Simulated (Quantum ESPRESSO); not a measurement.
Consider Sr3SbN (Pm-3m).

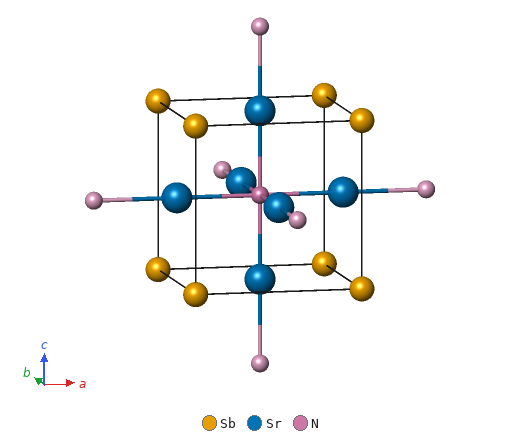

The structure (antimony orange, strontium blue, nitrogen pink). Some periodic images of atoms are drawn too.

```cif
data_structure
_symmetry_space_group_name_H-M 'P 1'
_symmetry_Int_Tables_number 1
_cell_length_a 5.1950
_cell_length_b 5.1950
_cell_length_c 5.1950
_cell_angle_alpha 90.000
_cell_angle_beta 90.000
_cell_angle_gamma 90.000
_cell_volume 140.20
loop_
_atom_site_label
_atom_site_type_symbol
_atom_site_fract_x
_atom_site_fract_y
_atom_site_fract_z
_atom_site_occupancy
Sb1 Sb 0.00000 0.00000 0.00000 1
Sr2 Sr 0.50000 0.00000 0.50000 1
Sr3 Sr 0.50000 0.50000 0.00000 1
Sr4 Sr 0.00000 0.50000 0.50000 1
N5 N 0.50000 0.50000 0.50000 1
```

Absorber: atom 5, with 6 Sr at 2.60 Å (octahedral, site symmetry m-3m). Method: Quantum ESPRESSO XSpectra, LDA, excited-electron core hole (neutral cell), 10-atom cell with 7.3 Å between holes, 6×6×6 k points, dipole transitions, Lorentzian half width 0.3 eV up to 4 eV, rising linearly to 2.5 eV at 25 eV.

Q: Where do the maxima of the N K edge fall?

Main maxima up to 24 eV above the zero (height): 0.9 eV (1.42), 2.7 eV (1.29), 5.4 eV (2.28) and 19.6 eV (0.82). A K edge sees empty p states on the absorber. The total-energy difference is 399.07 eV. One term is added: -7.76 eV, since the hole is spin-paired here and a spin-polarised one costs that much less in the free atom (computed apart). The photon energy is then 391.31 eV. The functional leaves an error in such absolute values: in the free atom LDA prices this hole 3.5 eV below PBE (computed apart), and PBE is itself good to a few eV.

The N K spectrum (energy from the energy zero of the input (xe0, at the border of filled and empty states); intensity scaled to a mean of 1 over the first 20 eV; the points at xe0, where the cut of filled states can leave a spike, are interpolated):

```
E (eV)  intensity
  -2.0       0.05
  -0.5       0.15
   1.0       1.41
   2.5       1.14
   4.0       1.06
   5.5       2.27
   7.0       1.41
   8.5       1.18
  10.0       0.75
  11.5       0.67
  13.0       0.68
  14.5       0.72
  16.0       0.70
  17.5       0.73
  19.0       0.81
  20.5       0.80
  22.0       0.76
  23.5       0.72
  25.0       0.65
  26.5       0.59
  28.0       0.56
  29.5       0.56
  31.0       0.58
```

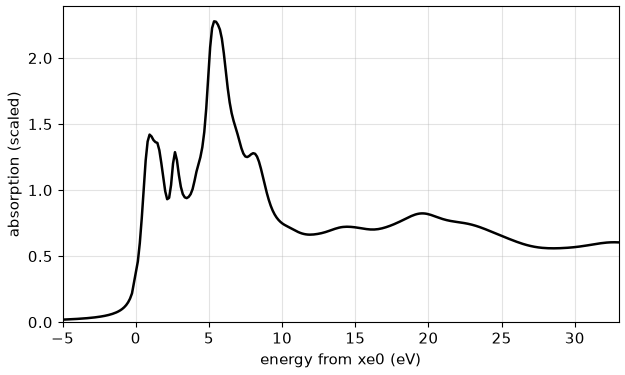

The N K edge.

Lifetime broadening is put in by hand, and intensities beyond about 20 eV depend on it and on the partial waves; weight that the partial waves miss at high energy is lost. The structure is a computed Materials Project entry and may be a hypothetical form.

[Banner, clock and machine lines of the logs are left out without a mark of their own.]

[Logs are printed without paths, hosts, clocks, repeated set-up lines and the standing remarks that a program may print on its own settings, such as how far it seeks lower states.]

[Hosts, paths, dates, database ids (printed as entryN), source tags and the programs' standing remarks are cut or masked in the printed files.]

[Lists of maxima count a maximum above −3 eV only where it reaches 4 % of the highest in the window and stands out from its surroundings by 2 % of it (1.5 % where it reaches 55 %); shoulders and weaker maxima are passed over, and of the rest the first, up to two pre-edge ones and the few strongest are named.]
